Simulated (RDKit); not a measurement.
## Run report: OF₂, property calculation

System: OF₂ (oxygen difluoride), SMILES FOF.
Method: EHT (RDKit 2026.09.1).

The geometry comes from this level: GFN2-xTB.

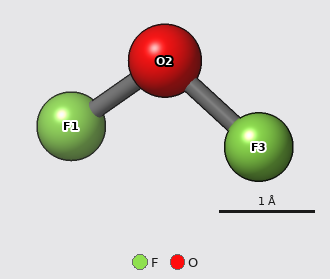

**Figure 1.** The structure as given in the input (ball-and-stick view, seen at a tilt; atoms are numbered from 1 in the order of the input). Bond lengths as drawn: F–O 1.37 Å.

### The input (job.py)
```python
# eht eht with RDKit
import json
import numpy as np
from rdkit import Chem
from rdkit.Chem import AllChem
from rdkit.Chem import rdDetermineBonds
from rdkit.Chem import rdEHTTools

molecule = Chem.MolFromXYZFile("mol.xyz")
symbols = [a.GetSymbol() for a in molecule.GetAtoms()]
start = molecule.GetConformer().GetPositions().copy()

ok, res = rdEHTTools.RunMol(molecule, keepOverlapAndHamiltonianMatrices=True)
if not ok:
    raise RuntimeError("the extended Hueckel run failed")
eps = np.array(res.GetOrbitalEnergies())
nel = res.numElectrons
homo = (nel + 1) // 2 - 1
print(f"{res.numOrbitals} orbitals, {nel} valence electrons, sum of one-electron energies {res.totalEnergy:.4f} eV")
for i in range(max(0, homo - 3), min(len(eps), homo + 4)):
    print(f"{i + 1:4d} {eps[i]:10.4f} eV", "(HOMO)" if i == homo else "(LUMO)" if i == homo + 1 else "")
q = np.array(res.GetAtomicCharges())
print("Mulliken charges:", " ".join(f"{a}{i + 1}={c:+.3f}" for i, (a, c) in enumerate(zip(symbols, q))))
op = res.GetReducedOverlapPopulationMatrix()
pairs = [(k, i, op[i * (i + 1) // 2 + k]) for i in range(len(symbols)) for k in range(i) if abs(op[i * (i + 1) // 2 + k]) > 0.1]
print("reduced overlap populations above 0.1")
for k, i, p in pairs:
    print(f"  {symbols[k]}{k + 1}-{symbols[i]}{i + 1} {p:7.3f}")
json.dump(dict(symbols=symbols, start=start.tolist(), energy=res.totalEnergy * 23.060548, homo=eps[homo], lumo=eps[homo + 1] if homo + 1 < len(eps) else None, orbital_energies=eps.round(4).tolist(), charges_mulliken=q.tolist(), bond_orders=[[k + 1, i + 1, round(p, 4)] for k, i, p in pairs], nel=nel), open("results.json", "w"))
```

### File mol.xyz
```
3

F      0.956190    -0.330530     0.490900
O      0.000730     0.544900     0.060070
F     -0.956920    -0.214370    -0.550970
```

Hardware: 1 thread of AMD EPYC (Zen 5), 192 GiB of memory available, shared host.

Launched with:
```bash
python job.py
```

### Log
```
12 orbitals, 20 valence electrons, sum of one-electron energies -468.0646 eV
   7   -18.0269 eV
   8   -17.7584 eV
   9   -16.2817 eV
  10   -14.0252 eV (HOMO)
  11    -6.4107 eV (LUMO)
  12    -4.8133 eV
Mulliken charges: F1=-0.350 O2=+0.701 F3=-0.351
reduced overlap populations above 0.1
  F1-O2   0.367
  O2-F3   0.366
```

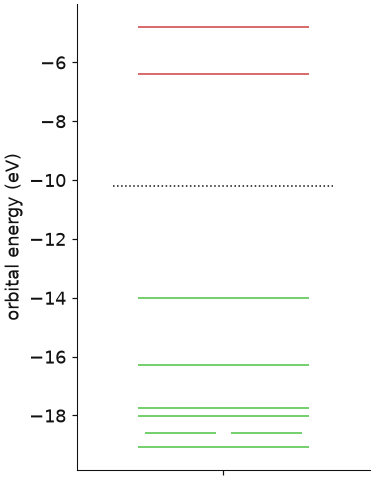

**Figure 2.** Orbital energies near the frontier; the dotted line parts filled from empty levels, and levels within 0.02 eV of each other stand side by side. Highest filled −14.03 eV, lowest empty −6.41 eV, 7.62 eV apart.

### Results in brief

```json
{"quantity": "outcome", "value": "converged"}
{"quantity": "total energy", "value": "−17.201054 hartree"}
{"quantity": "HOMO", "value": "−14.03 eV"}
{"quantity": "LUMO", "value": "−6.41 eV"}
{"quantity": "peak memory", "value": "0.073 GiB"}
```
